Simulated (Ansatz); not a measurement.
**SiN2H8O: geometry relaxation**

System: SiN2H8O.
Method: RKS PBE0-D4/6-31G* (Ansatz 0.2.0).

It belongs to a series of runs on one base structure; here: end point B relaxed. Figures and captions count atoms from 1; the log counts them from 0 in places.

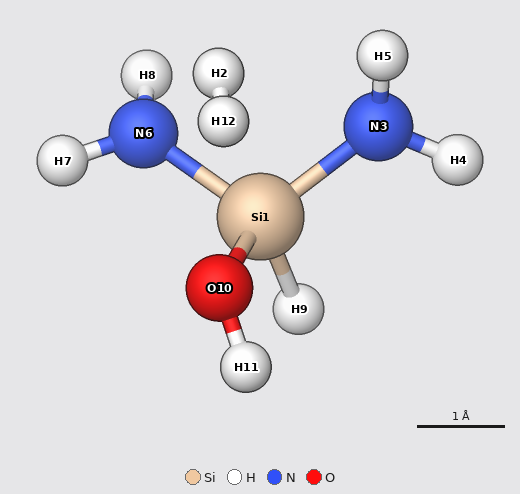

*The starting structure (ball-and-stick view, seen at a tilt; atoms are numbered from 1 in the order of the input).*

Key numbers:

| quantity | value |
| --- | --- |
| outcome | converged |
| total energy | −13027.2485 eV |
| mean-field energy | −13027.0810 eV |
| largest force (length of the vector) at the end | 0.029 eV/Å |
| hardware | 1 thread of Arm Neoverse V1, 24 GiB of memory available, shared host |
| wall time | 88 s |
| peak memory | 0.15 GiB |

Input:
```yaml
crystal:
  periodic: [false, false, false]
  atoms:
    - { symbol: Si, position_ang: [-0.438037, -0.022915, -0.589579] }
    - { symbol: H, position_ang: [-0.008549, 1.021262, 1.831137] }
    - { symbol: "N", position_ang: [1.252069, -0.196218, -0.357278] }
    - { symbol: H, position_ang: [1.706121, -1.040618, -0.675083] }
    - { symbol: H, position_ang: [1.737706, 0.222769, 0.421839] }
    - { symbol: "N", position_ang: [-0.759758, 1.652685, -0.660202] }
    - { symbol: H, position_ang: [-1.689562, 2.008743, -0.503643] }
    - { symbol: H, position_ang: [-0.185983, 2.271679, -1.209926] }
    - { symbol: H, position_ang: [-0.673942, -0.860868, -1.809348] }
    - { symbol: O, position_ang: [-1.52673, -0.598345, 0.546419] }
    - { symbol: H, position_ang: [-1.89637, -1.451102, 0.291625] }
    - { symbol: H, position_ang: [-0.391164, 0.492729, 2.107539] }
basis:
  gaussian: { orbitals: "6-31G*" }
hamiltonian:
  xc: pbe0
  dispersion: d4
relax:
  f_tol: 0.03
  max_steps: 50
```

Launched with:
```bash
ansatz run input.yaml --threads 1 --pin off --max-ram 2048MiB --backend cpu --events-out ev --progress --plain --runs-dir out
```

Output:
```
The last accepted step is kept in [file] (removed where the run ends without a failure and the disk answers)
Engine: ansatz 0.2.0, aarch64-unknown-linux-gnu
Functional definition: PBE0
  parameter a = 0.25
  parameter kappa = 0.804
  parameter beta = 0.06672455060314922
  exchange = (1 - a)*pbe_x(kappa = kappa, mu = beta*pi^2/3) + a*exact_x
  correlation = pbe_c(beta = beta)
913 factors; integrals over basis functions are off by at most 4.0e-4 eV
mean field evaluation 1: about -13015.5179 eV, gradient 7.9e1 eV
mean field evaluation 2: about -13005.7982 eV, gradient 1.0e2 eV
mean field evaluation 4: about -13026.7955 eV, gradient 3.6e0 eV
mean field evaluation 8: about -13026.8395 eV, gradient 2.0e-2 eV
mean field -13026.83950957 eV, -478.7275220677 hartree, gradient 3.7e-5 eV, S^2 0.000000; 0 other end points of the search recorded, 0 dependent functions left out
the calculation of the forces begins
reference -13026.83953374 eV, -478.7275229559 hartree; 22, 22 occupied and 58, 58 virtual orbitals, 913 factors
relax step   1: F+E_penalty+E_count = -13027.02513372 eV  Δ(F+E_penalty+E_count) = +0.000e0 eV  max|allowed force component| = 1.218e0 eV/Å  Δτ_max = 0.0000 Å  (24 SCF iters, accepted)
these checks for a lower state are left out or cut short: starts, cluster_reference, orbital_swaps, neighbouring_geometries, increment
913 factors; integrals over basis functions are off by at most 4.0e-4 eV
mean field evaluation 16: about -13026.9334 eV, gradient 1.7e-2 eV
mean field -13026.95270802 eV, -478.7316820339 hartree, gradient 7.8e-6 eV, S^2 0.000000; 0 other end points of the search recorded, 0 dependent functions left out
[... from here on the field's lines of each further geometry are left out, up to the last ...]
relax step   2: F+E_penalty+E_count = -13027.13660464 eV  Δ(F+E_penalty+E_count) = -1.115e-1 eV  max|allowed force component| = 1.766e-1 eV/Å  Δτ_max = 0.1970 Å  (27 SCF iters, accepted)
relax step   3: F+E_penalty+E_count = -13027.18008098 eV  Δ(F+E_penalty+E_count) = -4.348e-2 eV  max|allowed force component| = 2.232e-1 eV/Å  Δτ_max = 0.1923 Å  (27 SCF iters, accepted)
relax step   4: F+E_penalty+E_count = -13027.20628732 eV  Δ(F+E_penalty+E_count) = -2.621e-2 eV  max|allowed force component| = 1.866e-1 eV/Å  Δτ_max = 0.2000 Å  (28 SCF iters, accepted)
relax step   5: F+E_penalty+E_count = -13027.21294616 eV  Δ(F+E_penalty+E_count) = -6.659e-3 eV  max|allowed force component| = 1.315e-1 eV/Å  Δτ_max = 0.2000 Å  (27 SCF iters, accepted)
relax step   6: F+E_penalty+E_count = -13027.19980404 eV  Δ(F+E_penalty+E_count) = +1.314e-2 eV  max|allowed force component| = 2.888e-1 eV/Å  Δτ_max = 0.2000 Å  (28 SCF iters, rejected (line search))
relax step   7: F+E_penalty+E_count = -13027.21939410 eV  Δ(F+E_penalty+E_count) = -6.448e-3 eV  max|allowed force component| = 6.586e-2 eV/Å  Δτ_max = 0.0999 Å  (27 SCF iters, accepted)
relax step   8: F+E_penalty+E_count = -13027.22271460 eV  Δ(F+E_penalty+E_count) = -3.321e-3 eV  max|allowed force component| = 1.800e-1 eV/Å  Δτ_max = 0.1000 Å  (27 SCF iters, accepted)
relax step   9: F+E_penalty+E_count = -13027.22377066 eV  Δ(F+E_penalty+E_count) = -1.056e-3 eV  max|allowed force component| = 3.021e-1 eV/Å  Δτ_max = 0.1012 Å  (27 SCF iters, accepted)
relax step  10: F+E_penalty+E_count = -13027.22881432 eV  Δ(F+E_penalty+E_count) = -5.044e-3 eV  max|allowed force component| = 1.745e-1 eV/Å  Δτ_max = 0.1999 Å  (26 SCF iters, accepted)
relax step  11: F+E_penalty+E_count = -13027.23004957 eV  Δ(F+E_penalty+E_count) = -1.235e-3 eV  max|allowed force component| = 2.411e-1 eV/Å  Δτ_max = 0.0654 Å  (28 SCF iters, accepted)
relax step  12: F+E_penalty+E_count = -13027.23301779 eV  Δ(F+E_penalty+E_count) = -2.968e-3 eV  max|allowed force component| = 1.586e-1 eV/Å  Δτ_max = 0.1102 Å  (26 SCF iters, accepted)
relax step  13: F+E_penalty+E_count = -13027.23542507 eV  Δ(F+E_penalty+E_count) = -2.407e-3 eV  max|allowed force component| = 1.036e-1 eV/Å  Δτ_max = 0.0462 Å  (28 SCF iters, accepted)
relax step  14: F+E_penalty+E_count = -13027.23717977 eV  Δ(F+E_penalty+E_count) = -1.755e-3 eV  max|allowed force component| = 1.141e-1 eV/Å  Δτ_max = 0.1957 Å  (27 SCF iters, accepted)
relax step  15: F+E_penalty+E_count = -13027.24029084 eV  Δ(F+E_penalty+E_count) = -3.111e-3 eV  max|allowed force component| = 7.774e-2 eV/Å  Δτ_max = 0.0774 Å  (27 SCF iters, accepted)
relax step  16: F+E_penalty+E_count = -13027.24189622 eV  Δ(F+E_penalty+E_count) = -1.605e-3 eV  max|allowed force component| = 2.503e-2 eV/Å  Δτ_max = 0.0776 Å  (28 SCF iters, accepted)
relax step  17: F+E_penalty+E_count = -13027.24409155 eV  Δ(F+E_penalty+E_count) = -2.195e-3 eV  max|allowed force component| = 1.504e-1 eV/Å  Δτ_max = 0.1979 Å  (28 SCF iters, accepted)
relax step  18: F+E_penalty+E_count = -13027.24499817 eV  Δ(F+E_penalty+E_count) = -9.066e-4 eV  max|allowed force component| = 2.235e-1 eV/Å  Δτ_max = 0.1218 Å  (26 SCF iters, accepted)
relax step  19: F+E_penalty+E_count = -13027.24620553 eV  Δ(F+E_penalty+E_count) = -1.207e-3 eV  max|allowed force component| = 1.220e-1 eV/Å  Δτ_max = 0.0378 Å  (23 SCF iters, accepted)
relax step  20: F+E_penalty+E_count = -13027.24737461 eV  Δ(F+E_penalty+E_count) = -1.169e-3 eV  max|allowed force component| = 3.419e-2 eV/Å  Δτ_max = 0.1304 Å  (26 SCF iters, accepted)
relax step  21: F+E_penalty+E_count = -13027.24802034 eV  Δ(F+E_penalty+E_count) = -6.457e-4 eV  max|allowed force component| = 5.344e-2 eV/Å  Δτ_max = 0.0860 Å  (27 SCF iters, accepted)
relax step  22: F+E_penalty+E_count = -13027.24810504 eV  Δ(F+E_penalty+E_count) = -8.470e-5 eV  max|allowed force component| = 1.482e-1 eV/Å  Δτ_max = 0.1040 Å  (27 SCF iters, accepted)
the calculation of the forces begins
reference -13027.08104727 eV, -478.7363984146 hartree; 22, 22 occupied and 58, 58 virtual orbitals, 913 factors
relax step  23: F+E_penalty+E_count = -13027.24845759 eV  Δ(F+E_penalty+E_count) = -3.526e-4 eV  max|allowed force component| = 2.780e-2 eV/Å  Δτ_max = 0.0143 Å  (21 SCF iters, accepted)
```

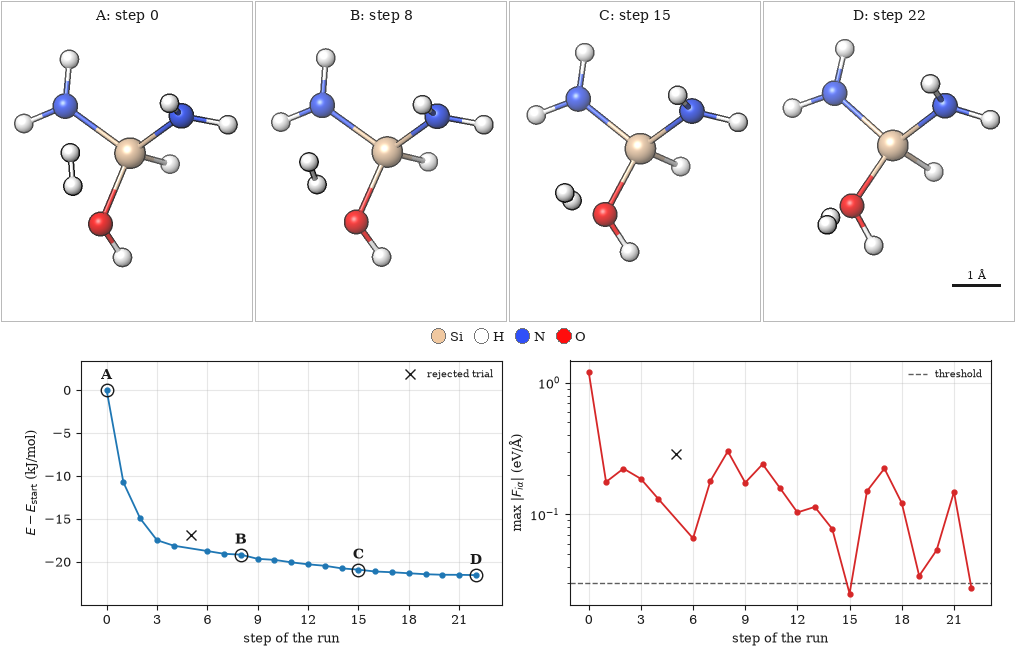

*Frames of the relaxation (ball-and-stick view, seen at a tilt) above the curves, on which the letters mark them (the first geometry is step 0 here and step 1 in the log).*

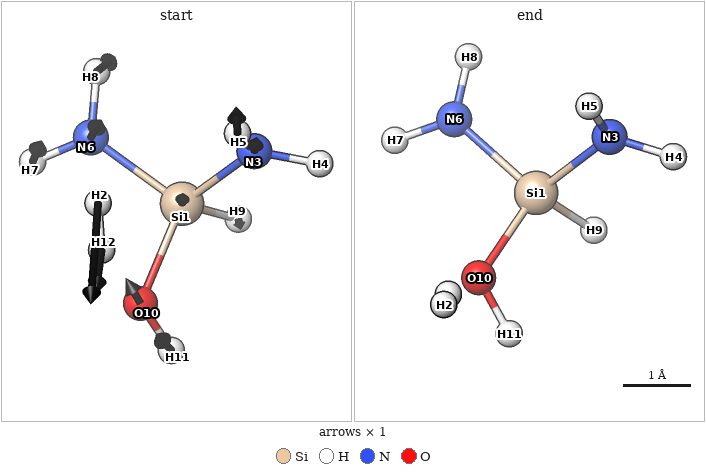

*Before (left) and after (right) the relaxation, at one scale (ball-and-stick view, seen at a tilt). The black arrows give the displacements, at true length.*

H2 moves most after the best rigid fit: 1.98 Å. By element the largest moves are H 1.98 Å, N 0.53 Å, O 0.45 Å, Si 0.24 Å. Distances before and after: H2–H12 0.709 → 0.747 Å, Si1–O10 1.675 → 1.670 Å. The energy falls by 21.5 kJ/mol in 22 geometry steps. Largest force component: 1.2 eV/Å at the start, 0.028 eV/Å at the end. The line search rejected the trial step at point 5 (counted from 0) and went back. (Atoms are counted from 1 in the order of the input.)

```
913 factors; integrals over basis functions are off by at most 3.7e-4 eV
mean field -13027.08102091 eV, -478.7363974458 hartree, gradient 9.6e-6 eV, S^2 0.000000; 1 other end points of the search recorded, 0 dependent functions left out
the calculation of the forces begins
reference -13027.08104727 eV, -478.7363984146 hartree; 22, 22 occupied and 58, 58 virtual orbitals, 913 factors
Total energy: -13027.24848396 eV, -478.7425515993 hartree
Atom 0 at    -0.436276     0.037595    -0.795586 Å, force    -0.013690     0.021080    -0.003077 eV/Å
Atom 1 at    -0.267039     0.262481     3.561920 Å, force    -0.009204    -0.000604    -0.027022 eV/Å
Atom 2 at     1.267277    -0.115058    -0.672295 Å, force    -0.004123    -0.000853     0.005839 eV/Å
Atom 3 at     1.711060    -1.015651    -0.781006 Å, force     0.002813     0.005155     0.004817 eV/Å
Atom 4 at     1.800059     0.501641    -0.073855 Å, force    -0.003797    -0.006859    -0.006435 eV/Å
Atom 5 at    -0.741590     1.658972    -1.239265 Å, force     0.002447    -0.016637    -0.002875 eV/Å
Atom 6 at    -1.652688     2.071163    -1.106632 Å, force     0.000899    -0.000636     0.000981 eV/Å
Atom 7 at    -0.205583     2.111354    -1.963822 Å, force    -0.001626    -0.008091     0.007012 eV/Å
Atom 8 at    -0.811755    -1.078716    -1.720057 Å, force     0.001480     0.008354     0.006967 eV/Å
Atom 9 at    -1.386755    -0.135932     0.566269 Å, force     0.013015    -0.012921    -0.010354 eV/Å
Atom 10 at    -1.630419    -1.048786     0.758039 Å, force     0.002274     0.012965    -0.003652 eV/Å
Atom 11 at    -0.520490     0.250738     2.859790 Å, force     0.009511    -0.000954     0.027799 eV/Å
Dipole moment:     0.130136    -0.165451    -0.133411 e Å
```

Trajectory as extended XYZ (Å, eV, eV/Å), 9 of the 23 frames kept, from step=1 to step=23:
```
12
Properties=species:S:1:pos:R:3:forces:R:3 step=1 energy=-13027.02513
Si   -0.4380   -0.0229   -0.5896   -0.1482  -0.1684  -0.2230
H    -0.0085    1.0213    1.8311    0.8195   1.2178  -0.2638
N     1.2521   -0.1962   -0.3573   -0.0137  -0.0445  -0.0401
H     1.7061   -1.0406   -0.6751    0.0140   0.0092   0.0018
H     1.7377    0.2228    0.4218   -0.0001   0.0125   0.0350
N    -0.7598    1.6527   -0.6602   -0.0045  -0.0320   0.0163
H    -1.6896    2.0087   -0.5036   -0.0308   0.0178   0.0082
H    -0.1860    2.2717   -1.2099    0.0346   0.0299  -0.0228
H    -0.6739   -0.8609   -1.8093    0.0022  -0.0040  -0.0088
O    -1.5267   -0.5983    0.5464   -0.0145  -0.0525  -0.2213
H    -1.8964   -1.4511    0.2916   -0.0052  -0.0185  -0.0102
H    -0.3912    0.4927    2.1075   -0.6533  -0.9672   0.7286
12
Properties=species:S:1:pos:R:3:forces:R:3 step=4 energy=-13027.20629
Si   -0.4613   -0.0615   -0.7250   -0.0182  -0.0258  -0.1290
H     0.0591    1.2542    2.3615    0.0263   0.0435   0.0441
N     1.2181   -0.2388   -0.4419    0.0974  -0.0198  -0.0062
H     1.6966   -1.0822   -0.7267   -0.0103   0.0365   0.0100
H     1.6429    0.1806    0.3736    0.0202  -0.0058   0.0092
N    -0.7758    1.6149   -0.7428    0.0507   0.0327  -0.0199
H    -1.7036    1.9753   -0.5858   -0.0245   0.0158   0.0018
H    -0.1717    2.2612   -1.2261   -0.0114   0.0013  -0.0034
H    -0.6782   -0.8732   -1.9693   -0.0213   0.0251   0.0609
O    -1.5444   -0.6226    0.4090   -0.1340  -0.1866  -0.0365
H    -1.8536   -1.5189    0.2232    0.0363   0.1050   0.0566
H    -0.3022    0.6107    2.4440   -0.0112  -0.0218   0.0123
12
Properties=species:S:1:pos:R:3:forces:R:3 step=7 energy=-13027.21939
Si   -0.4775   -0.0733   -0.7688   -0.0048  -0.0034   0.0075
H     0.1808    1.2763    2.6275   -0.0293  -0.0476   0.0163
N     1.1989   -0.2417   -0.4444   -0.0133  -0.0029  -0.0024
H     1.6930   -1.0779   -0.7200    0.0054  -0.0077  -0.0075
H     1.6086    0.1868    0.3743   -0.0045   0.0038   0.0071
N    -0.7913    1.6047   -0.7818   -0.0264  -0.0111   0.0030
H    -1.7241    1.9636   -0.6469    0.0070  -0.0010  -0.0087
H    -0.1780    2.2541   -1.2484    0.0069  -0.0008  -0.0039
H    -0.6681   -0.8832   -2.0111    0.0102  -0.0079  -0.0431
O    -1.5992   -0.6403    0.3276   -0.0075  -0.0294   0.0324
H    -1.8552   -1.5594    0.1846    0.0306   0.0659   0.0026
H    -0.2620    0.6902    2.5008    0.0257   0.0422  -0.0031
12
Properties=species:S:1:pos:R:3:forces:R:3 step=9 energy=-13027.22377
Si   -0.4756   -0.0699   -0.7772    0.0545  -0.0213   0.0362
H     0.1513    1.1862    2.8041   -0.2783  -0.3021  -0.1845
N     1.2052   -0.2360   -0.4738   -0.0317  -0.0076  -0.0385
H     1.6948   -1.0759   -0.7464    0.0101  -0.0020  -0.0001
H     1.6348    0.2135    0.3226   -0.0023   0.0055   0.0239
N    -0.7858    1.6079   -0.8153   -0.0104  -0.0073  -0.0252
H    -1.7173    1.9705   -0.6828   -0.0039   0.0071  -0.0034
H    -0.1751    2.2457   -1.3010    0.0003   0.0046  -0.0076
H    -0.6790   -0.9117   -1.9998   -0.0212   0.0255   0.0115
O    -1.5765   -0.6042    0.3570    0.0246   0.0697  -0.0089
H    -1.8345   -1.5243    0.2430   -0.0136  -0.0655   0.0039
H    -0.3165    0.6979    2.4631    0.2719   0.2934   0.1926
12
Properties=species:S:1:pos:R:3:forces:R:3 step=12 energy=-13027.23302
Si   -0.4671   -0.0511   -0.7962    0.0290   0.0510   0.0030
H     0.0630    1.0037    3.0025   -0.1586  -0.1177  -0.1581
N     1.2188   -0.2243   -0.5229   -0.0428  -0.0056  -0.0061
H     1.6919   -1.0759   -0.7895    0.0188   0.0183   0.0170
H     1.6600    0.2283    0.2670    0.0001  -0.0194  -0.0301
N    -0.7770    1.6248   -0.9062   -0.0020  -0.0169   0.0076
H    -1.7013    1.9965   -0.7493    0.0031   0.0006  -0.0120
H    -0.1855    2.2407   -1.4420   -0.0025  -0.0174   0.0022
H    -0.7104   -0.9301   -1.9836   -0.0044  -0.0050   0.0236
O    -1.5396   -0.5163    0.3939   -0.0139  -0.1023   0.0092
H    -1.7325   -1.4623    0.4090    0.0212   0.1083  -0.0139
H    -0.3946    0.6657    2.5107    0.1520   0.1060   0.1577
12
Properties=species:S:1:pos:R:3:forces:R:3 step=15 energy=-13027.24029
Si   -0.4540   -0.0265   -0.7833   -0.0193  -0.0058   0.0341
H    -0.0664    0.8239    3.1340   -0.0586  -0.0516  -0.0693
N     1.2418   -0.1920   -0.5784   -0.0013   0.0204   0.0346
H     1.7031   -1.0612   -0.8066   -0.0039   0.0148   0.0084
H     1.7257    0.3150    0.1521   -0.0302  -0.0316  -0.0493
N    -0.7575    1.6423   -0.9847    0.0330   0.0090  -0.0364
H    -1.6783    2.0265   -0.8360    0.0050   0.0007  -0.0024
H    -0.1804    2.2145   -1.5838   -0.0399  -0.0513   0.0411
H    -0.7583   -0.9854   -1.8932    0.0072   0.0187   0.0146
O    -1.4804   -0.4176    0.4764    0.0499   0.0332  -0.0520
H    -1.7092   -1.3528    0.5186    0.0001  -0.0035  -0.0010
H    -0.4603    0.5132    2.5784    0.0580   0.0470   0.0777
12
Properties=species:S:1:pos:R:3:forces:R:3 step=17 energy=-13027.24409
Si   -0.4493   -0.0047   -0.7968   -0.0114  -0.0156   0.0053
H    -0.1431    0.6439    3.3279   -0.0841  -0.0616  -0.1490
N     1.2483   -0.1675   -0.6193    0.0447   0.0031   0.0115
H     1.7009   -1.0522   -0.8017   -0.0056   0.0248   0.0031
H     1.7500    0.3811    0.0672   -0.0225  -0.0252  -0.0302
N    -0.7501    1.6527   -1.0783    0.0179  -0.0043  -0.0111
H    -1.6671    2.0475   -0.9351    0.0001   0.0056  -0.0034
H    -0.1866    2.1825   -1.7261   -0.0233  -0.0185   0.0213
H    -0.7832   -1.0141   -1.8516    0.0070   0.0085   0.0154
O    -1.4417   -0.3290    0.5054   -0.0175  -0.0206  -0.0025
H    -1.6690   -1.2611    0.6051    0.0125   0.0470  -0.0108
H    -0.4833    0.4209    2.6968    0.0822   0.0567   0.1504
12
Properties=species:S:1:pos:R:3:forces:R:3 step=20 energy=-13027.24738
Si   -0.4398    0.0212   -0.7984   -0.0096   0.0264  -0.0032
H    -0.2238    0.4179    3.4895   -0.0071  -0.0129  -0.0033
N     1.2628   -0.1341   -0.6598   -0.0098   0.0004   0.0103
H     1.7089   -1.0293   -0.8000    0.0034   0.0111   0.0073
H     1.7856    0.4572   -0.0275   -0.0073  -0.0154  -0.0154
N    -0.7427    1.6587   -1.1816    0.0121  -0.0177  -0.0163
H    -1.6558    2.0647   -1.0445   -0.0002  -0.0026   0.0023
H    -0.1982    2.1398   -1.8814   -0.0087  -0.0160   0.0161
H    -0.8020   -1.0590   -1.7707    0.0037   0.0158   0.0140
O    -1.4057   -0.2049    0.5447    0.0077  -0.0342  -0.0041
H    -1.6424   -1.1257    0.7065    0.0074   0.0311  -0.0105
H    -0.5213    0.2934    2.8168    0.0084   0.0139   0.0028
12
Properties=species:S:1:pos:R:3:forces:R:3 step=23 energy=-13027.24846
Si   -0.4363    0.0376   -0.7956   -0.0137   0.0211  -0.0031
H    -0.2670    0.2625    3.5619   -0.0092  -0.0006  -0.0270
N     1.2673   -0.1151   -0.6723   -0.0041  -0.0009   0.0058
H     1.7111   -1.0157   -0.7810    0.0028   0.0052   0.0048
H     1.8001    0.5016   -0.0739   -0.0038  -0.0069  -0.0064
N    -0.7416    1.6590   -1.2393    0.0024  -0.0166  -0.0029
H    -1.6527    2.0712   -1.1066    0.0009  -0.0006   0.0010
H    -0.2056    2.1114   -1.9638   -0.0016  -0.0081   0.0070
H    -0.8118   -1.0787   -1.7201    0.0015   0.0084   0.0070
O    -1.3868   -0.1359    0.5663    0.0130  -0.0129  -0.0104
H    -1.6304   -1.0488    0.7580    0.0023   0.0130  -0.0037
H    -0.5205    0.2507    2.8598    0.0095  -0.0010   0.0278
```
